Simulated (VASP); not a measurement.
Band structure of CaO (rock salt). Method: revPBE GGA, VASP's PBE PAW potentials (set 64) (plane waves; VASP 6.6.1).

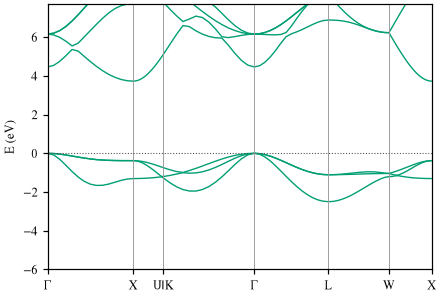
Fig. 1. Bands along high-symmetry lines, zero at the valence-band maximum or, without a gap, the Fermi level

Q: Read the plot: is there a gap, and where are the band edges?

A: The gap is indirect, 3.73 eV, from the valence maximum at Γ to the conduction minimum at X. (Edges off the drawn lines would not show.)

The compound is CaO in the rock salt structure. It was relaxed first.
